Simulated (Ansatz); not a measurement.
**BH5O (SMILES [H]B([H])([H])<-O): levels of theory compared**

Wanted: a comparison of 6 runs (r2SCAN/STO-3G, MP2/STO-3G, UMP2/STO-3G, CCSDTQ/STO-3G, CCSD/STO-3G, UCCSD(T)/STO-3G) of BH5O. 

Program for the calculation: Ansatz 0.2.0.

53 further runs of the same task are left out: 53 set aside as unsound or not needed.

## 1. The structure to begin with

BH5O has 7 atoms, charge 0, and is taken as a singlet. As SMILES, `[H]B([H])([H])<-O`. The H4–O2 distance was set to 1.444 Å, away from the relaxed value. At this shape a bond of the SMILES string is far longer than usual.

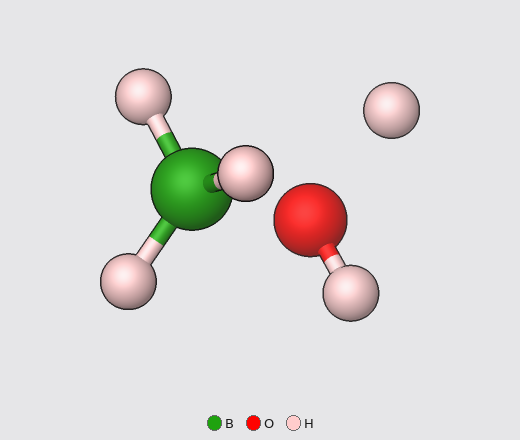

The structure, seen from a chosen angle (boron green, oxygen red, hydrogen pink).

## 2. The energy at r2SCAN/STO-3G (run 1)

File job.yaml:

```yaml
crystal:
  periodic: [false, false, false]
  atoms:
    - {symbol: B, position_ang: [-0.124934, -0.539429, -0.775906]}
    - {symbol: O, position_ang: [-0.091914, -0.574379, 0.923714]}
    - {symbol: H, position_ang: [-1.028794, -0.570339, 1.145474]}
    - {symbol: H, position_ang: [0.486320, 0.708910, 1.244780]}
    - {symbol: H, position_ang: [1.017386, -0.496269, -1.077306]}
    - {symbol: H, position_ang: [-0.736994, 0.448591, -1.037206]}
    - {symbol: H, position_ang: [-0.677464, -1.543509, -1.065636]}
basis:
  gaussian: {orbitals: STO-3G}
hamiltonian: {xc: {name: r2SCAN}}
accuracy: high
```

On the command line:

```
$ ansatz run job.yaml --threads 1 --pin off --max-ram 2610MiB --events-out events.jsonl --progress --plain --runs-dir runs
```

What it wrote:

```text
Warning: RAYON_NUM_THREADS=1 ignored (pool sized by the plan → 1); use --threads N
Functional definition: r2SCAN
  name "r2SCAN"
  parameter k0 = 0.174
  parameter k1 = 0.065
  parameter a1 = 4.9479
  exchange = r2scan_x(k0 = k0, k1 = k1, a1 = a1)
  correlation = r2scan_c
251 factors; integrals over basis functions are off by at most 5.4e-8 eV
mean field evaluation 1: about -2762.8939 eV, gradient 1.1e1 eV
mean field evaluation 2: about -2763.1952 eV, gradient 9.7e0 eV
mean field evaluation 4: about -2763.5340 eV, gradient 1.4e0 eV
mean field evaluation 8: about -2763.4514 eV, gradient 6.8e-3 eV
mean field evaluation 16: about -2763.4514 eV, gradient 1.0e-7 eV
mean field -2763.45141780 eV, -101.5549664696 hartree, gradient 8.0e-9 eV, S^2 0.000000; 0 other end points of the search recorded, 0 dependent functions left out
reference -2763.45141821 eV, -101.5549664847 hartree; 9, 9 occupied and 6, 6 virtual orbitals, 251 factors
Total energy: -2763.45141821 eV, -101.5549664847 hartree
```

Wall time 1.8 s (1 thread of Arm Neoverse V2, shared host); peak memory 0.13 GiB.

## 3. The energy at MP2/STO-3G (run 2)

File input.yaml:

```yaml
crystal:
  periodic: [false, false, false]
  atoms:
    - symbol: B
      position_ang: [-0.124934, -0.539429, -0.775906]
    - symbol: O
      position_ang: [-0.091914, -0.574379, 0.923714]
    - symbol: H
      position_ang: [-1.028794, -0.570339, 1.145474]
    - symbol: H
      position_ang: [0.486320, 0.708910, 1.244780]
    - symbol: H
      position_ang: [1.017386, -0.496269, -1.077306]
    - symbol: H
      position_ang: [-0.736994, 0.448591, -1.037206]
    - symbol: H
      position_ang: [-0.677464, -1.543509, -1.065636]
basis:
  gaussian:
    orbitals: STO-3G
correlation:
  method: mp2
  frozen_orbitals: {B: 1, H: 0, O: 1}
accuracy: high
```

On the command line:

```
$ ansatz run input.yaml --threads 1 --pin off --max-ram 2610MiB --events-out events.jsonl --progress --plain --runs-dir runs
```

What it wrote:

```text
Warning: RAYON_NUM_THREADS=1 ignored (pool sized by the plan → 1); use --threads N
Functional definition: HF
  name "HF"
  exchange = exact_x
  correlation = 0
251 factors; integrals over basis functions are off by at most 5.4e-8 eV
mean field evaluation 1: about -2746.5364 eV, gradient 1.4e1 eV
mean field evaluation 2: about -2746.6019 eV, gradient 1.4e1 eV
mean field evaluation 4: about -2747.6348 eV, gradient 1.8e0 eV
mean field evaluation 8: about -2747.6521 eV, gradient 6.4e-5 eV
mean field -2747.65205033 eV, -100.9743504242 hartree, gradient 1.0e-8 eV, S^2 0.000000; 0 other end points of the search recorded, 0 dependent functions left out; unrestricted orbitals would lower it
mean field evaluation 16: about -2747.9279 eV, gradient 3.8e-1 eV
2 core orbitals not correlated: weight in the atoms' cores, before any rotation towards them, 1.000 or more for the frozen orbitals, at most 0.000 for the correlated occupied ones
reference -2747.65205033 eV, -100.9743504242 hartree; 7, 7 occupied and 6, 6 virtual orbitals, 251 factors
second order -3.14638692 eV of doubles, -0.00000000 eV of singles
Total energy: -2750.79843725 eV, -101.0899780109 hartree
```

Run time: 0.06 s. Hardware: 1 thread of Arm Neoverse V2, shared host.

Runs 3 to 4 aren't shown in full; the table further down has their settings and results.

## 4. A single-point energy at CCSD/STO-3G (run 5)

File in.yaml:

```yaml
crystal:
  periodic: [false, false, false]
  atoms:
    - {symbol: B, position_ang: [-0.124934, -0.539429, -0.775906]}
    - {symbol: O, position_ang: [-0.091914, -0.574379, 0.923714]}
    - {symbol: H, position_ang: [-1.028794, -0.570339, 1.145474]}
    - {symbol: H, position_ang: [0.486320, 0.708910, 1.244780]}
    - {symbol: H, position_ang: [1.017386, -0.496269, -1.077306]}
    - {symbol: H, position_ang: [-0.736994, 0.448591, -1.037206]}
    - {symbol: H, position_ang: [-0.677464, -1.543509, -1.065636]}
basis:
  gaussian:
    orbitals: STO-3G
correlation:
  method: ccsd
  frozen_orbitals: {B: 1, H: 0, O: 1}
accuracy: high
scf:
  omitted_lower_state_checks: [cluster_reference, increment]
```

On the command line:

```
$ ansatz run in.yaml --threads 1 --pin off --max-ram 2610MiB --events-out events.jsonl --progress --plain --runs-dir runs
```

What it wrote:

```text
Warning: RAYON_NUM_THREADS=1 ignored (pool sized by the plan → 1); use --threads N
[... 11 lines left out ...]
2 core orbitals not correlated: weight in the atoms' cores, before any rotation towards them, 1.000 or more for the frozen orbitals, at most 0.000 for the correlated occupied ones
[... 26 lines left out ...]
Total energy: -2751.96595782 eV, -101.1328836004 hartree
Checks for a lower state left out: cluster_reference, increment
```

Wall time 0.1 s (1 thread of Arm Neoverse V2, shared host).

## 5. The energy at UCCSD(T)/STO-3G (run 6)

File job.yaml:

```yaml
basis:
  gaussian:
    orbitals: STO-3G
crystal:
  periodic: [false, false, false]
  atoms:
    - symbol: B
      position_ang: [-0.124934, -0.539429, -0.775906]
    - symbol: O
      position_ang: [-0.091914, -0.574379, 0.923714]
    - symbol: H
      position_ang: [-1.028794, -0.570339, 1.145474]
    - symbol: H
      position_ang: [0.486320, 0.708910, 1.244780]
    - symbol: H
      position_ang: [1.017386, -0.496269, -1.077306]
    - symbol: H
      position_ang: [-0.736994, 0.448591, -1.037206]
    - symbol: H
      position_ang: [-0.677464, -1.543509, -1.065636]
magnetization:
  spin_polarized: true
  initial_magnetization: 0
correlation:
  method: ccsd_t
  frozen_orbitals: {B: 1, H: 0, O: 1}
accuracy: high
scf:
  omitted_lower_state_checks: [cluster_reference, increment]
```

On the command line:

```
$ ansatz run job.yaml --threads 1 --pin off --max-ram 2610MiB --events-out events.jsonl --progress --plain --runs-dir runs
```

What it wrote:

```text
Warning: RAYON_NUM_THREADS=1 ignored (pool sized by the plan → 1); use --threads N
[... 12 lines left out ...]
2 core orbitals not correlated: weight in the atoms' cores, before any rotation towards them, 1.000 or more for the frozen orbitals, at most 0.000 for the correlated occupied ones
[... 35 lines left out ...]
Total energy: -2752.00178253 eV, -101.1342001341 hartree
Checks for a lower state left out: cluster_reference, increment
```

Wall time 0.18 s (1 thread of Arm Neoverse V2, shared host).

## 6. Overview of the runs

```csv
run,level,frozen core orbitals,energy (Eh),wall time
1,r2SCAN/STO-3G,–,-101.554966,1.8 s
2,MP2/STO-3G,2,-101.089978,0.06 s
3,UMP2/STO-3G,2,-101.070297,0.08 s
4,CCSDTQ/STO-3G,2,-101.134869,4.5 s
5,CCSD/STO-3G,2,-101.132884,0.1 s
6,UCCSD(T)/STO-3G,2,-101.134200,0.18 s
```

## 7. Summary of results

| quantity | value |
| --- | --- |
| run 6: total energy | -101.13420 Eh |
| run 6: correlation energy (2 core orbitals frozen) | -149.6 mEh |
| run 6: (T) correction | -1.35 mEh |
| run 6: ⟨S²⟩ of the reference determinant | 0.399 |
| run 6: T1 diagnostic | 0.068 |

What this shows: In runs 2, 4, 5 the log says that unrestricted orbitals would lower the reference, so the values rest on an unstable closed-shell determinant (other closed-shell runs at this shape may share the fault). In runs 1, 2, 3, 4, 5, 6 the basis is minimal, so the values are rough. Spin contamination of the reference: run 3 ⟨S²⟩ = 0.40, run 6 ⟨S²⟩ = 0.40. All runs together took 6.7 s, the longest 4.5 s.
